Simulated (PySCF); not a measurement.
**PH$_{3}$F$_{2}$: geometry relaxation (part 2 of 2)**

PH$_{3}$F$_{2}$; PBE0-D3(BJ)/def2-TZVPD geometry optimisation, gas phase (PySCF 2.14.0). The run did not end well.

Geometry of the input (Å):
```
F  0.4488  -0.0594  -0.2963
F  -1.3421  -0.0926  0.6695
P  -3.0215  0.1750  0.6763
H  -2.8654  1.4792  0.2500
H  -3.2313  -0.5612  -0.4648
H  -4.3128  0.1861  1.2822
```

## Trajectory as extended XYZ, continued
```
6
Properties=species:S:1:pos:R:3:forces:R:3 step=25 energy=-14766.00031
F    -0.9815   -0.0323   -0.4197   -0.8220   0.0678   0.3746
F    -1.6511    0.0236    1.7083    0.5559  -0.2144   0.3665
P    -2.4377    0.1701    0.3472    0.1386   0.1325  -0.4420
H    -2.6034    1.5255    0.0848   -0.0056   0.1277  -0.0731
H    -3.0444   -0.5025   -0.7310    0.2915  -0.2264  -0.2854
H    -3.6060   -0.0573    1.1276   -0.1585   0.1128   0.0595
6
Properties=species:S:1:pos:R:3:forces:R:3 step=27 energy=-14766.03074
F    -1.0247   -0.0340   -0.4141    0.1410  -0.0585  -0.0348
F    -1.6274    0.0284    1.7229    0.0510  -0.1105  -0.2623
P    -2.4376    0.1687    0.3373   -0.2772   0.1842   0.4259
H    -2.5984    1.5336    0.0850   -0.0557  -0.0219  -0.0460
H    -3.0358   -0.5145   -0.7540    0.1399  -0.0614  -0.0265
H    -3.6000   -0.0552    1.1400    0.0010   0.0681  -0.0564
6
Properties=species:S:1:pos:R:3:forces:R:3 step=28 energy=-14766.03212
F    -1.0134   -0.0385   -0.4145   -0.1396  -0.0019   0.0636
F    -1.6300    0.0314    1.7180    0.1319  -0.1299  -0.1163
P    -2.4379    0.1684    0.3391   -0.1282   0.1588   0.2041
H    -2.6062    1.5318    0.0881   -0.0104  -0.0037  -0.0760
H    -3.0353   -0.5143   -0.7526    0.1727  -0.0697  -0.0303
H    -3.6012   -0.0517    1.1391   -0.0264   0.0463  -0.0451
6
Properties=species:S:1:pos:R:3:forces:R:3 step=30 energy=-14766.03185
F    -1.0218   -0.0445   -0.4089    0.1038   0.0144  -0.0481
F    -1.6299    0.0312    1.7143    0.2463  -0.0896   0.1133
P    -2.4356    0.1733    0.3436   -0.3722   0.0363   0.0225
H    -2.6107    1.5319    0.0778    0.0015   0.0372  -0.0121
H    -3.0310   -0.5036   -0.7508    0.1016  -0.0891  -0.0537
H    -3.5950   -0.0614    1.1411   -0.0811   0.0908  -0.0219
6
Properties=species:S:1:pos:R:3:forces:R:3 step=31 energy=-14766.03354
F    -1.0203   -0.0423   -0.4106    0.0254  -0.0025  -0.0201
F    -1.6288    0.0318    1.7166    0.1526  -0.1034  -0.0307
P    -2.4384    0.1705    0.3410   -0.2141   0.1157   0.1616
H    -2.6072    1.5321    0.0810   -0.0163   0.0038  -0.0359
H    -3.0317   -0.5092   -0.7541    0.1107  -0.0769  -0.0225
H    -3.5974   -0.0559    1.1432   -0.0583   0.0632  -0.0524
6
Properties=species:S:1:pos:R:3:forces:R:3 step=32 energy=-14766.03399
F    -1.0197   -0.0436   -0.4112   -0.0047   0.0005  -0.0052
F    -1.6270    0.0326    1.7173    0.1149  -0.1053  -0.0695
P    -2.4388    0.1695    0.3410   -0.1645   0.1393   0.1756
H    -2.6084    1.5315    0.0814   -0.0073  -0.0042  -0.0417
H    -3.0314   -0.5103   -0.7548    0.1086  -0.0773  -0.0096
H    -3.5986   -0.0526    1.1435   -0.0471   0.0470  -0.0495
6
Properties=species:S:1:pos:R:3:forces:R:3 step=34 energy=-14766.03546
F    -1.0220   -0.0531   -0.4113   -0.0228   0.0099   0.0053
F    -1.6209    0.0366    1.7168    0.0215  -0.1124  -0.0788
P    -2.4413    0.1673    0.3441   -0.0419   0.2030   0.1008
H    -2.6082    1.5290    0.0759    0.0062  -0.0182  -0.0366
H    -3.0283   -0.5133   -0.7544    0.0606  -0.0897   0.0358
H    -3.6033   -0.0394    1.1460   -0.0236   0.0074  -0.0266
6
Properties=species:S:1:pos:R:3:forces:R:3 step=35 energy=-14766.03635
F    -1.0253   -0.0597   -0.4109   -0.0021   0.0113  -0.0027
F    -1.6181    0.0382    1.7154   -0.0112  -0.1172  -0.0268
P    -2.4430    0.1676    0.3475    0.0017   0.2048  -0.0042
H    -2.6024    1.5277    0.0687   -0.0077  -0.0101  -0.0188
H    -3.0276   -0.5158   -0.7505    0.0299  -0.0985   0.0519
H    -3.6076   -0.0309    1.1469   -0.0106   0.0097   0.0006
6
Properties=species:S:1:pos:R:3:forces:R:3 step=37 energy=-14766.03768
F    -1.0304   -0.0670   -0.4120    0.0275   0.0032  -0.0175
F    -1.6161    0.0359    1.7124   -0.0442  -0.1324   0.0648
P    -2.4450    0.1700    0.3524    0.0206   0.1563  -0.1544
H    -2.5830    1.5275    0.0563   -0.0602   0.0203   0.0033
H    -3.0322   -0.5249   -0.7363    0.0250  -0.1019   0.0427
H    -3.6174   -0.0144    1.1443    0.0312   0.0545   0.0611
6
Properties=species:S:1:pos:R:3:forces:R:3 step=38 energy=-14766.03824
F    -1.0322   -0.0700   -0.4137    0.0311  -0.0042  -0.0222
F    -1.6161    0.0343    1.7108   -0.0563  -0.1487   0.0902
P    -2.4457    0.1708    0.3532    0.0187   0.1523  -0.1759
H    -2.5718    1.5282    0.0530   -0.0868   0.0256  -0.0061
H    -3.0356   -0.5330   -0.7283    0.0361  -0.0962   0.0326
H    -3.6226   -0.0033    1.1422    0.0573   0.0712   0.0814
6
Properties=species:S:1:pos:R:3:forces:R:3 step=39 energy=-14766.03937
F    -1.0350   -0.0750   -0.4168    0.0129  -0.0175  -0.0110
F    -1.6160    0.0270    1.7097   -0.0960  -0.1641   0.0899
P    -2.4471    0.1722    0.3556    0.0597   0.1367  -0.2216
H    -2.5523    1.5274    0.0415   -0.1264   0.0468   0.0012
H    -3.0430   -0.5445   -0.7137    0.0572  -0.0998   0.0275
H    -3.6306    0.0200    1.1408    0.0926   0.0978   0.1140
6
Properties=species:S:1:pos:R:3:forces:R:3 step=41 energy=-14766.04212
F    -1.0572   -0.0936   -0.4397    0.0593   0.1369   0.0169
F    -1.6279   -0.1091    1.6928   -0.4550   0.0244   0.1460
P    -2.4538    0.2084    0.3793    0.0270  -0.5311  -0.7528
H    -2.4327    1.5416   -0.0598   -0.2310  -0.0159   0.2328
H    -3.0630   -0.6402   -0.5872    0.0597   0.0581   0.1729
H    -3.6894    0.2200    1.1317    0.5400   0.3277   0.1843
6
Properties=species:S:1:pos:R:3:forces:R:3 step=42 energy=-14766.06664
F    -1.0211   -0.0985   -0.4255   -0.6090  -0.0004   0.0303
F    -1.6566   -0.0784    1.6889   -0.1266  -0.2416   0.2464
P    -2.4646    0.1798    0.3532    0.7205   0.2977  -0.2922
H    -2.4484    1.5246   -0.0404   -0.1837  -0.0424  -0.0568
H    -3.0853   -0.6502   -0.6133    0.1797  -0.0375   0.1214
H    -3.6479    0.2497    1.1542    0.0191   0.0242  -0.0491
6
Properties=species:S:1:pos:R:3:forces:R:3 step=44 energy=-14766.07706
F    -1.0588   -0.0890   -0.4272    0.3651  -0.1713  -0.2293
F    -1.6651   -0.0827    1.6963    0.0193  -0.2741   0.2170
P    -2.4564    0.1766    0.3506   -0.0158   0.5272  -0.0407
H    -2.4434    1.5233   -0.0343   -0.2204   0.0186  -0.0600
H    -3.0638   -0.6587   -0.6144   -0.0387  -0.0835   0.1193
H    -3.6365    0.2575    1.1461   -0.1095  -0.0169  -0.0064
6
Properties=species:S:1:pos:R:3:forces:R:3 step=45 energy=-14766.08499
F    -1.0541   -0.0935   -0.4442    0.1091   0.1607   0.0365
F    -1.6539   -0.1120    1.6934   -0.2699  -0.0814   0.0282
P    -2.4553    0.1924    0.3601    0.2140  -0.0119  -0.2423
H    -2.4634    1.5422   -0.0202   -0.0216  -0.0389  -0.0673
H    -3.0334   -0.6699   -0.5959   -0.1719  -0.0328   0.1062
H    -3.6639    0.2678    1.1238    0.1402   0.0043   0.1387
```

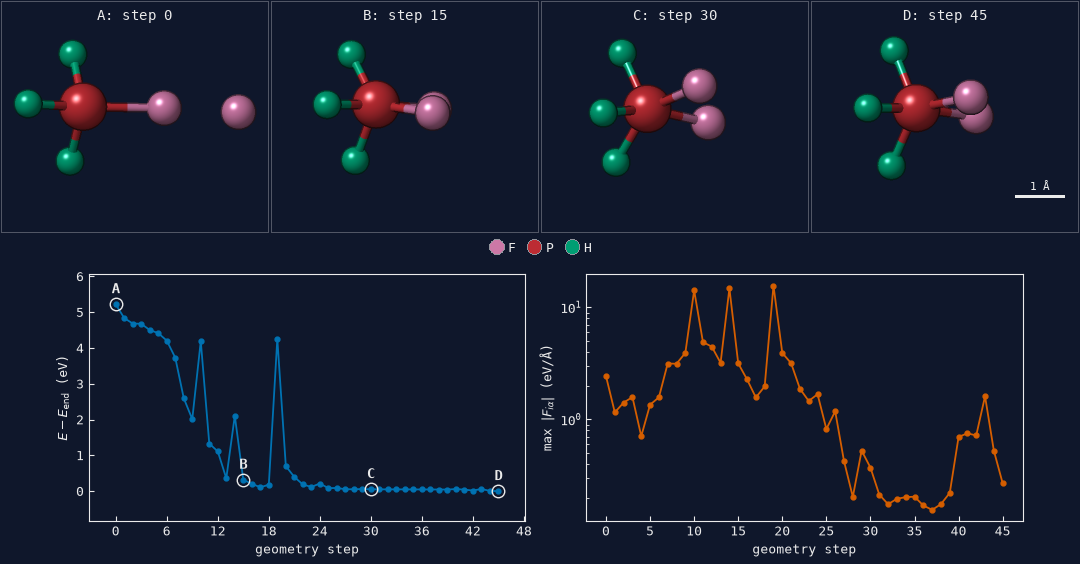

Fig. 1: Frames of the relaxation (ball-and-stick view, seen at a tilt) above the curves, on which the letters mark them (steps are counted from 0).

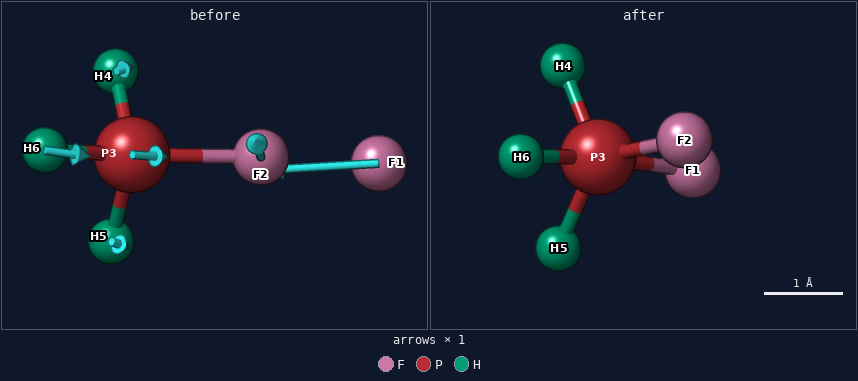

Fig. 2: Before (left) and after (right) the relaxation, at one scale (ball-and-stick view, seen at a tilt). The teal arrows give the displacements, at true length. The relaxation stopped without meeting its thresholds, so the last structure isn't shown to be converged. Over 45 geometry steps the energy falls by 5.221 eV. The largest force component goes from 2.4 to 0.27 eV/Å. The largest move after the best rigid fit is that of F1, 1.50 Å. Largest moves by element: F 1.50 Å, H 0.68 Å, P 0.65 Å. Among the contacts that change: F1–P3 3.612 → 1.641 Å, F2–P3 1.701 → 1.585 Å, P3–H5 1.374 → 1.411 Å, P3–H4 1.381 → 1.402 Å. New bonds form: F1–P3 (3.61 → 1.64 Å). Among the angles that change: F2–P3–H6 153.8° → 89.3°, F2–P3–H5 93.6° → 131.3°, F2–P3–H4 92.0° → 114.6°. (Atoms are counted from 1 in the order of the input.)
